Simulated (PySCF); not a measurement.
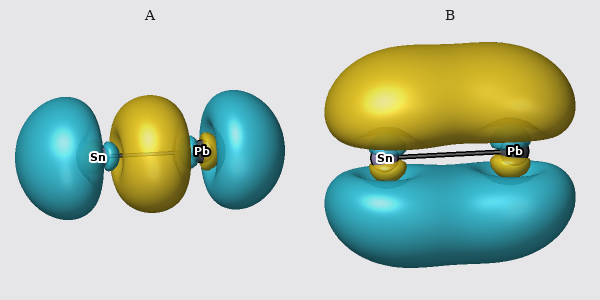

*SnPb (triplet). Two frontier α-spin orbitals, each drawn at the value that holds 80 % of its norm (yellow and cyan are the two phases), in no order; of a degenerate pair one member is drawn.*

Core potentials replace the inner electrons of Sn and Pb.

The calculation used PBE0/aug-cc-pVDZ(-PP), non-relativistic Hamiltonian with scalar-relativistic core potentials where named, at a bond length of 2.830 Å (PySCF).

Label each orbital by symmetry, say whether it is occupied, and order them by energy.

Answer. Orbital B: π, occupied in this spin, −5.41 eV; bonding, with no node between the atoms.
Orbital A: σ, occupied in this spin, −5.32 eV; shared between the atoms (Sn 50 %, Pb 50 %).
